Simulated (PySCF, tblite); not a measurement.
**C6H2ClO2 radical: geometry, infrared bands and EPR parameters**

Wanted: the infrared bands and EPR parameters of C6H2ClO2 radical (`C#C[C]1C=C(Cl)OC1=O`), by calculation.

Programs: tblite 0.8.0 and PySCF 2.14.0, with density-fitted response routines of our own. Each step states its level of theory. These are calculated values for one molecule in the gas phase, unless marked as measured. Atoms count from 0, in the outputs and in this text.

### Step 1. Starting geometry

11 atoms, charge 0, multiplicity 2; geometry from: force field or distance geometry start.

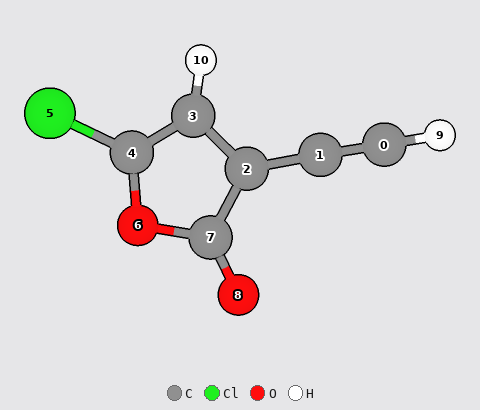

The starting geometry (carbon grey, chlorine green, oxygen red, hydrogen white), atoms numbered.

### Step 2. Geometry optimisation with GFN2-xTB

What the job is given:

```
{"job": {"kind": "relax", "xc": "GFN2-xTB", "basis": "xTB"}, "charge": 0, "multiplicity": 2}
C      2.666900     1.017700    -0.289900
C      1.559300     0.552300    -0.154700
C      0.288100    -0.009900     0.027100
C     -0.937200     0.609400    -0.381200
C     -1.875000    -0.273000    -0.012000
Cl    -3.548400    -0.011300    -0.284300
O     -1.416400    -1.444900     0.591300
C     -0.039800    -1.303400     0.641000
O      0.743500    -2.120500     1.098200
H      3.629400     1.430900    -0.408100
H     -1.065100     1.555400    -0.853400
```

Command:

```console
> OMP_NUM_THREADS=1 python probes_run.py task.json out
```

The driver reads the jobs from task.json and runs them one after another.

The program printed:

```text
step      E/eV     max force
  0    -719.32793    2.290
  1    -719.44817    1.982
  2    -719.48120    1.488
  3    -719.50332    1.092
  4    -719.51899    0.550
  5    -719.52715    0.322
  6    -719.53395    0.276
  7    -719.54270    0.296
  8    -719.54849    0.273
  9    -719.55165    0.139
 10    -719.55259    0.072
 11    -719.55290    0.047
 12    -719.55321    0.065
 13    -719.55356    0.079
 14    -719.55388    0.060
 15    -719.55406    0.041
 16    -719.55416    0.027
 17    -719.55424    0.029
 18    -719.55434    0.034
 19    -719.55445    0.043
 20    -719.55460    0.048
 21    -719.55481    0.054
 22    -719.55512    0.072
 23    -719.55548    0.070
 24    -719.55578    0.045
 25    -719.55598    0.043
 26    -719.55610    0.038
 27    -719.55619    0.022
 28    -719.55622    0.012
 29    -719.55623    0.006
```

Run time: 0.57 s. Hardware: 1 thread of Intel Xeon at 2.50GHz, shared host.

Step by step:

| step | energy from step 0 (eV) | largest force (eV/Å) |
| --- | --- | --- |
| 0 | 0.0000 | 2.2898 |
| 1 | -0.1202 | 1.9821 |
| 2 | -0.1533 | 1.4885 |
| 3 | -0.1754 | 1.0921 |
| 4 | -0.1911 | 0.5500 |
| 5 | -0.1992 | 0.3218 |
| 6 | -0.2060 | 0.2758 |
| 7 | -0.2148 | 0.2962 |
| 8 | -0.2206 | 0.2733 |
| 9 | -0.2237 | 0.1391 |
| 10 | -0.2247 | 0.0724 |
| 11 | -0.2250 | 0.0468 |
| 12 | -0.2253 | 0.0652 |
| 13 | -0.2256 | 0.0793 |
| 14 | -0.2260 | 0.0601 |
| 15 | -0.2261 | 0.0409 |
| 16 | -0.2262 | 0.0275 |
| 17 | -0.2263 | 0.0289 |
| 18 | -0.2264 | 0.0343 |
| 19 | -0.2265 | 0.0431 |
| 20 | -0.2267 | 0.0478 |
| 21 | -0.2269 | 0.0542 |
| 22 | -0.2272 | 0.0724 |
| 23 | -0.2275 | 0.0703 |
| 24 | -0.2278 | 0.0448 |
| 25 | -0.2280 | 0.0431 |
| 26 | -0.2282 | 0.0383 |
| 27 | -0.2283 | 0.0223 |
| 28 | -0.2283 | 0.0115 |
| 29 | -0.2283 | 0.0057 |

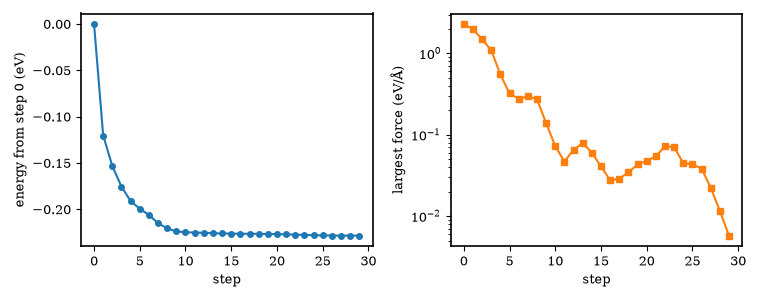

Energy and largest force along the relaxation.

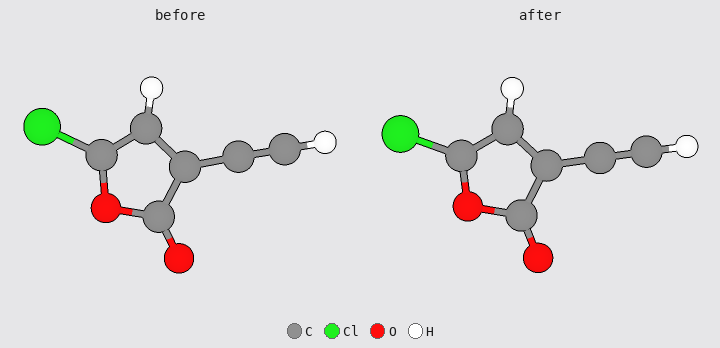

The geometry before (left) and after (right).

Distances of close pairs at the start and the end, largest changes first:

| bond | before (Å) | after (Å) | change (Å) |
| --- | --- | --- | --- |
| C4–O6 | 1.396 | 1.341 | -0.055 |
| C3–C4 | 1.340 | 1.375 | +0.036 |
| C4–Cl5 | 1.715 | 1.683 | -0.032 |
| C2–C3 | 1.432 | 1.401 | -0.032 |
| O6–C7 | 1.385 | 1.406 | +0.022 |
| C7–O8 | 1.221 | 1.200 | -0.021 |
| C1–C2 | 1.402 | 1.387 | -0.015 |
| C2–C7 | 1.469 | 1.458 | -0.011 |

The final coordinates are the input of the step that follows.

### Step 3. Infrared spectrum with GFN2-xTB

What the job is given:

```
{"job": {"kind": "ir", "xc": "GFN2-xTB", "basis": "xTB"}, "charge": 0, "multiplicity": 2}
C      2.691853     0.993118    -0.273280
C      1.574014     0.556864    -0.147726
C      0.291917     0.047834    -0.001613
C     -0.926914     0.622372    -0.383885
C     -1.904871    -0.274221    -0.021597
Cl    -3.574222    -0.164839    -0.208131
O     -1.410404    -1.376597     0.559750
C     -0.011284    -1.241669     0.607552
O      0.685644    -2.094731     1.083591
H      3.666983     1.365710    -0.379126
H     -1.077293     1.568829    -0.861500
```

The program printed:

```text
mode    cm-1     km/mol
  1     102.9      0.16
  2     110.0      0.90
  3     167.1      1.23
  4     236.4      2.12
  5     272.6      0.37
  6     375.9      2.51
  7     410.9      0.23
  8     422.8      0.12
  9     521.7      2.44
 10     550.7      0.99
 11     588.6      2.58
 12     613.6     38.12
 13     668.5     22.57
 14     695.6      8.50
 15     784.4     13.43
 16     809.0     18.38
 17     860.7     11.49
 18     929.4     94.38
 19    1068.9     26.25
 20    1199.1     27.13
 21    1234.9     69.57
 22    1412.4    213.73
 23    1464.9     55.91
 24    1750.8    478.92
 25    2197.0     48.24
 26    3187.4      1.41
 27    3393.1     24.21
```

Run time: 1.1 s. Hardware: 1 thread of Intel Xeon at 2.50GHz, shared host.

The strongest bands and the atoms that carry them (share of the mass-weighted mode):

| cm⁻¹ | km/mol | atoms |
| --- | --- | --- |
| 614 | 38.1 | H9 73 %, C7 12 %, C0 10 % |
| 929 | 94.4 | O6 30 %, C4 26 %, C3 19 %, C7 13 % |
| 1199 | 27.1 | C4 34 %, C2 26 %, C3 14 %, O6 11 % |
| 1235 | 69.6 | C2 40 %, C4 15 %, O6 13 %, C7 10 % |
| 1412 | 213.7 | C3 42 %, C2 27 %, C4 24 % |
| 1465 | 55.9 | C2 40 %, C4 31 %, C3 20 % |
| 1751 | 478.9 | C7 64 %, O8 35 % |
| 2197 | 48.2 | C1 60 %, C0 31 % |

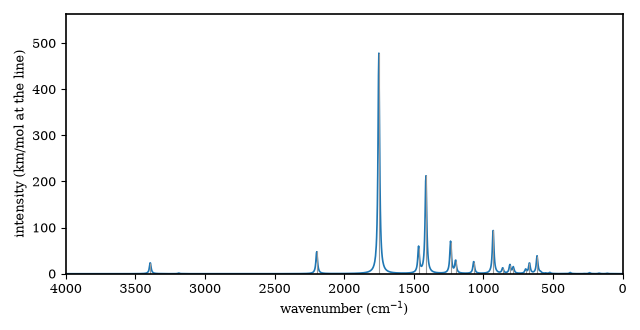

The infrared spectrum from these modes, unscaled. Lines are broadened to a width of 14 cm⁻¹ (Lorentzian).

### Step 4. EPR parameters: B3LYP/pcH-1

Same as in step 3 but for these lines:

```diff
@@ -1,2 +1,2 @@
-{"job": {"kind": "ir", "xc": "GFN2-xTB", "basis": "xTB"}, "charge": 0, "multiplicity": 2}
+{"job": {"kind": "epr", "basis": "pcH-1"}, "charge": 0, "multiplicity": 2}
 C      2.691853     0.993118    -0.273280
```

Method: UKS B3LYP, pcH-1 on C Cl H O, non-relativistic, mean-field spin-orbit, GIAO.

The program printed:

```text
UKS, coarse grid
  cycle   1  E = -840.17934517  |g| = 7.56e-01
  cycle   2  E = -838.62533596  |g| = 1.92e+00
  cycle   3  E = -840.32827017  |g| = 3.99e-01
  cycle   4  E = -840.39652639  |g| = 1.22e-01
  cycle   5  E = -840.40030202  |g| = 6.50e-02
  cycle   6  E = -840.40199843  |g| = 2.34e-02
  cycle   7  E = -840.40228384  |g| = 1.17e-02
  cycle   8  E = -840.40236625  |g| = 8.09e-03
  cycle   9  E = -840.40241997  |g| = 3.49e-03
  cycle  10  E = -840.40243044  |g| = 1.48e-03
  cycle  11  E = -840.40243394  |g| = 7.83e-04
UKS, final grid
  cycle   1  E = -840.40243336  |g| = 1.20e-03
  cycle   2  E = -840.40243163  |g| = 2.27e-03
  cycle   3  E = -840.40243416  |g| = 3.02e-04
  cycle   4  E = -840.40243421  |g| = 1.38e-04
  cycle   5  E = -840.40243425  |g| = 1.02e-04
  cycle   6  E = -840.40243426  |g| = 4.46e-05
  cycle   7  E = -840.40243426  |g| = 1.11e-05
E = -840.40243426 Eh   <S^2> = 0.7702 (exact 0.7500)
g shifts (ppm)      1          2          3
  rmc          -206       -206       -206
  gc             -9         35         44
  oz_so        -293       2571       4487
  total        -509       2400       4325
hyperfine (MHz)  atom isotope    a_iso     a_fc   dipolar eigenvalues
    0   13C      21.75      21.78    -22.18    -16.59     38.77
    1   13C     -35.75     -35.77    -11.79     -0.27     12.06
    2   13C      33.20      33.32    -32.95    -32.16     65.11
    3   13C     -27.12     -27.10    -10.87      5.34      5.53
    4   13C      42.71      42.47    -36.36    -34.35     70.71
    5  35Cl       3.46       3.54    -15.99    -10.47     26.46
    6   17O       2.12       2.14     -5.08      2.20      2.88
    7   13C     -24.40     -24.37     -2.26     -0.30      2.57
    8   17O     -15.92     -15.79    -71.18     35.09     36.09
    9    1H     -20.62     -20.62     -9.78     -1.33     11.11
   10    1H       3.82       3.82     -3.06     -0.11      3.17
```

It took 3 min on 1 thread of Intel Xeon at 2.50GHz, shared host; peak memory 0.92 GiB.

Principal g values 2.00181, 2.00472, 2.00664; g(iso) = 2.00439, against 2.00232 for a free electron.

Hyperfine couplings, nucleus by nucleus at this fixed geometry (no averaging over rotations):

| nuclei | isotope | a(iso) (MHz) | a(iso) (G, at g = 2.0023) | largest dipolar term (MHz) |
| --- | --- | --- | --- | --- |
| C4 | 13C | 42.7 | 15.2 | 70.7 |
| C1 | 13C | -35.8 | -12.8 | 12.1 |
| C2 | 13C | 33.2 | 11.8 | 65.1 |
| C3 | 13C | -27.1 | -9.7 | -10.9 |
| C7 | 13C | -24.4 | -8.7 | 2.6 |
| C0 | 13C | 21.8 | 7.8 | 38.8 |
| H9 | 1H | -20.6 | -7.4 | 11.1 |
| O8 | 17O | -15.9 | -5.7 | -71.2 |
| H10 | 1H | 3.8 | 1.4 | 3.2 |
| Cl5 | 35Cl | 3.5 | 1.2 | 26.5 |
| O6 | 17O | 2.1 | 0.8 | -5.1 |

Mulliken spin populations:

| atom | value (e) |
| --- | --- |
| C0 | 0.27 |
| C1 | -0.13 |
| C2 | 0.39 |
| C3 | -0.11 |
| C4 | 0.35 |
| Cl5 | 0.05 |
| O6 | 0.00 |
| C7 | -0.02 |
| O8 | 0.22 |
| H9 | -0.01 |
| H10 | 0.00 |

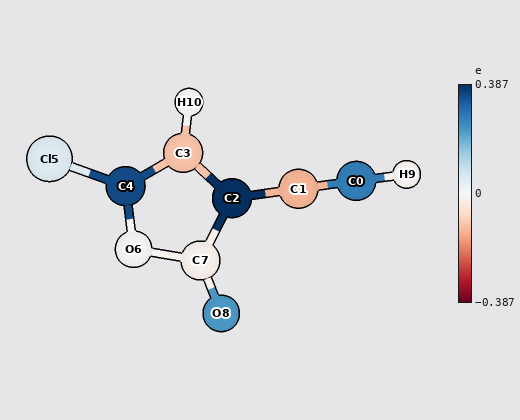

Mulliken spin populations, as colours on the atoms.

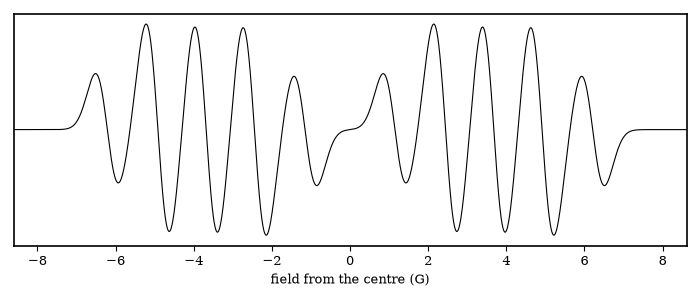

First-order isotropic spectrum (first derivative, main isotopes with spin only, couplings over 0.8 MHz, Gaussian width 0.3 G; couplings of the frozen geometry, rotation of groups not averaged beyond the rows shown).

Orbitals, density, ELF and potential are computed afterwards from the orbital file.

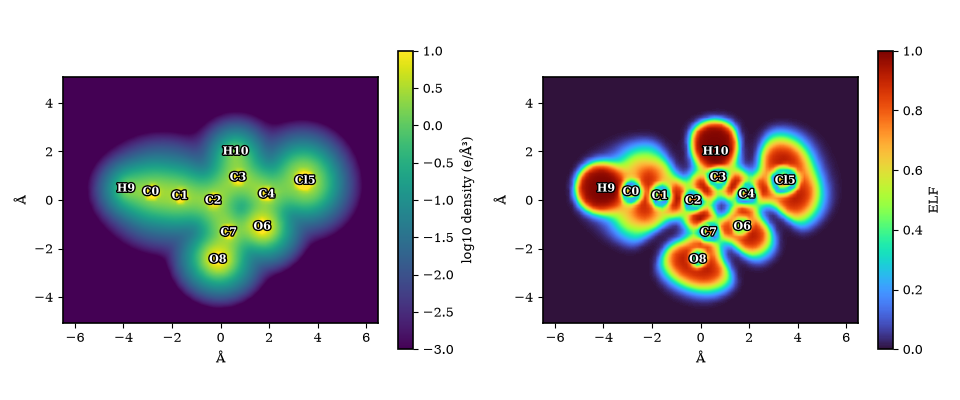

Density (left) and ELF (right) in a plane through or near 11 of the atoms.

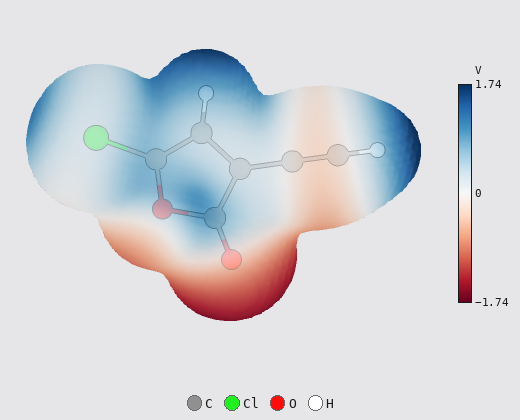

The potential that a unit positive charge feels on the 0.002 e/bohr³ surface, from the 1st to the 99th percentile, from -1.58 V near O8 to 1.74 V near H9.

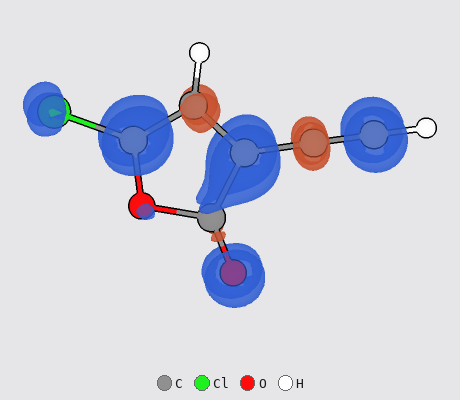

Spin density at ±0.03 e/Å³ (alpha excess blue, beta excess red).

### Step 5. What came out

| quantity | value |
| --- | --- |
| strongest single infrared mode (GFN2-xTB) | 1751 cm⁻¹, 479 km/mol |
| zero-point energy (GFN2-xTB) | 37.2 kcal/mol |
| g(iso) (B3LYP) | 2.00439 |
| ⟨S²⟩ | 0.770 (exact 0.75) |
| largest a(iso) | 13C on C4, 42.7 MHz |
| surface potential, 1st and 99th percentile | -1.58 V and 1.74 V |

What this shows: Relaxing lowered the energy by 0.228 eV in 29 steps; the close pair that moved most is C4–O6, from 1.396 to 1.341 Å. No mode is imaginary among the 27: a minimum at this level. The strongest single mode, at 1751 cm⁻¹, moves mainly C7 and O8. GFN2-xTB is a fitted tight-binding method: band positions and strengths are rough. Its intensities can rank the bands wrongly. The largest spin populations lie on C2 (0.39 e), C4 (0.35 e). The isotropic g lies 2.1 ppt above the free-electron value.
